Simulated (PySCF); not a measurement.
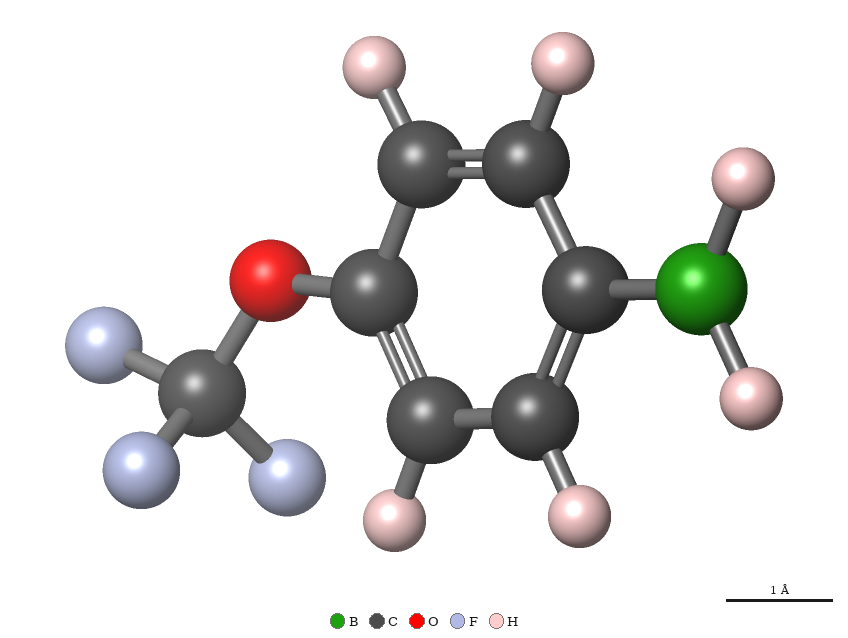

Rendered structure (ball-and-stick style). Double and triple bonds are drawn as two and three sticks.

Question: Which formula does it have?

Answer: C₇H₆BF₃O, 18 atoms: 7 carbon, 6 hydrogen, 1 boron, 3 fluorine and 1 oxygen.

Question: What is its SMILES?

Answer: Bc1ccc(OC(F)(F)F)cc1

Question: Does it have rings?

Answer: Independent rings (smallest set): 1 of 6 members, 1 of them aromatic.

The parts below concern this one geometry. Atoms keep their numbers from picture to picture. Computed geometry: PBE0-D3(BJ)/def2-SVP optimisation. No frequency run is at hand to confirm it as a minimum.

**NMR shielding**

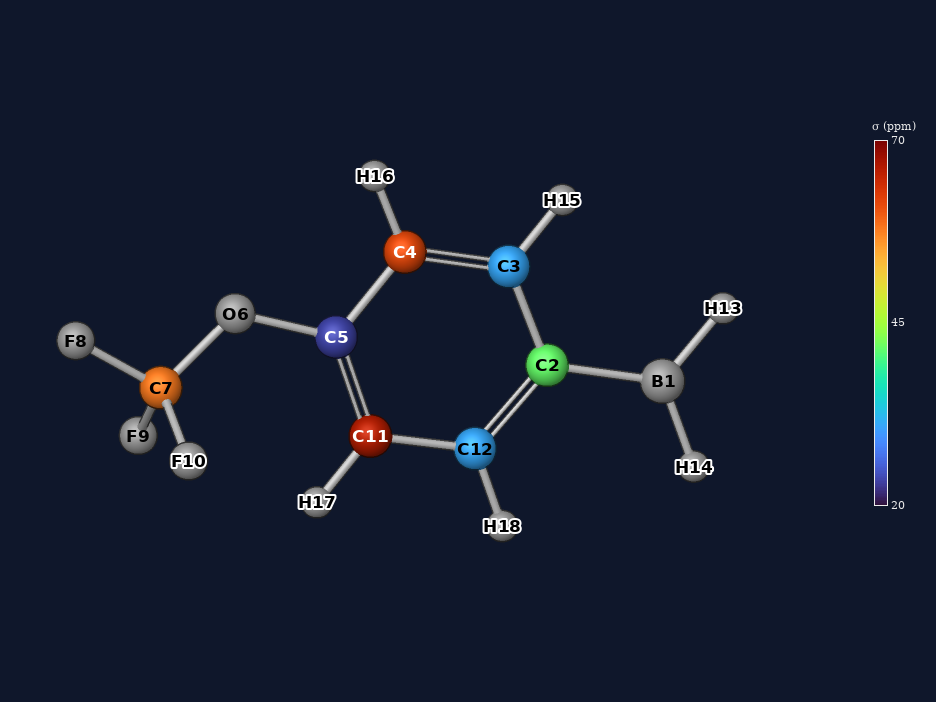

Atoms are coloured by their isotropic NMR shieldings (C only, the others grey). No frequency run is at hand to confirm it as a minimum. Level of theory: GIAO PBE0/pcSseg-1 NMR shielding, non-relativistic, IEF-PCM acetone (PySCF 2.14.0).

Question: Which C atom is the most shielded (lowest chemical shift)?

Answer: C11 (65.8 ppm).

Question: Which C atom is the least shielded (highest chemical shift)?

Answer: C5 (23.6 ppm).

Question: How wide is the range of C shifts?

Answer: 42.2 ppm.

Give the isotropic NMR shieldings of the C atoms atom by atom.

```json
{"atom": "C2", "σ (ppm)": "41.5"}
{"atom": "C3", "σ (ppm)": "31.1"}
{"atom": "C4", "σ (ppm)": "61.3"}
{"atom": "C5", "σ (ppm)": "23.6"}
{"atom": "C7", "σ (ppm)": "57.7"}
{"atom": "C11", "σ (ppm)": "65.8"}
{"atom": "C12", "σ (ppm)": "31.1"}
```

**Electronic properties**

No frequency run is at hand to confirm it as a minimum. Method: PBE0/pcSseg-1 in acetonitrile (IEF-PCM) (PySCF 2.14.0).

Question: Give the dipole moment at this level.

Answer: 0.21 D.

Question: What is the LUMO energy (Kohn–Sham orbital)?

Answer: −2.11 eV.

Question: What is the HOMO energy (Kohn–Sham orbital)?

Answer: −7.59 eV.

**Bond orders**

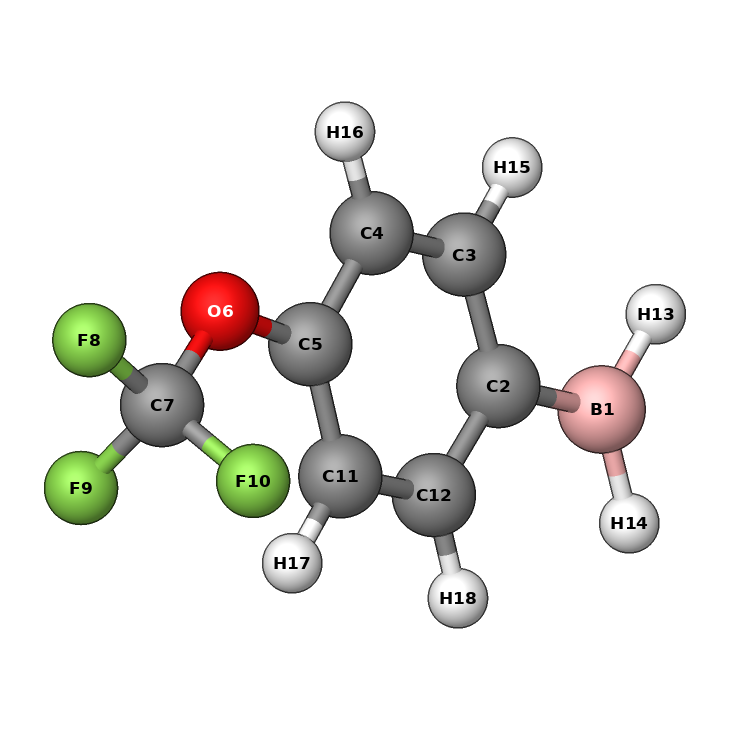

Every bond is drawn as one stick. No frequency run is at hand to confirm it as a minimum. Level of theory: PBE0/pcSseg-1 in acetone (IEF-PCM) (PySCF 2.14.0).

Question: Which bond between heavy atoms has the lowest Mayer bond order?

Answer: C5–O6, 0.91, at 1.373 Å.

List the Mayer bond orders of B1–C2, C2–C3, C2–C12, C3–C4, C4–C5, C5–O6, C5–C11, O6–C7, C7–F8, C7–F9, C7–F10, C11–C12 (bonds between heavy atoms, one of each equivalent set).

```
   bond  Mayer order  length (Å)
  B1–C2         1.06       1.537
  C2–C3         1.34       1.411
 C2–C12         1.36       1.409
  C3–C4         1.48       1.386
  C4–C5         1.38       1.397
  C5–O6         0.91       1.373
 C5–C11         1.35       1.397
  O6–C7         1.04       1.349
  C7–F8         1.08       1.316
  C7–F9         1.01       1.332
 C7–F10         1.01       1.330
C11–C12         1.47       1.390
```

**Quadrupole coupling**

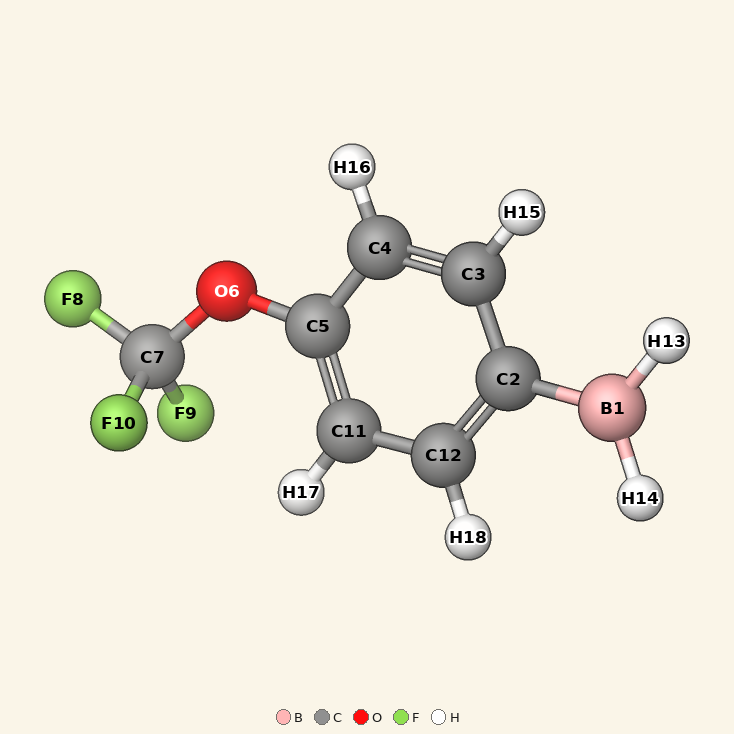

No frequency run is at hand to confirm it as a minimum. Electric field gradients from the ground-state density, PBE0/pcSseg-1 in acetone (IEF-PCM) (PySCF 2.14.0), non-relativistic apart from any core potentials.

Give the largest field-gradient component, the quadrupole coupling constant and the asymmetry for 11B at B1 (Q = 40.59 mb), 17O at O6 (Q = −25.6 mb).

```json
{"atom": "B1", "V_zz (a.u.)": "0.579", "e²qQ/h (MHz)": "5.52", "η": "0.04"}
{"atom": "O6", "V_zz (a.u.)": "1.962", "e²qQ/h (MHz)": "−11.80", "η": "0.59"}
```
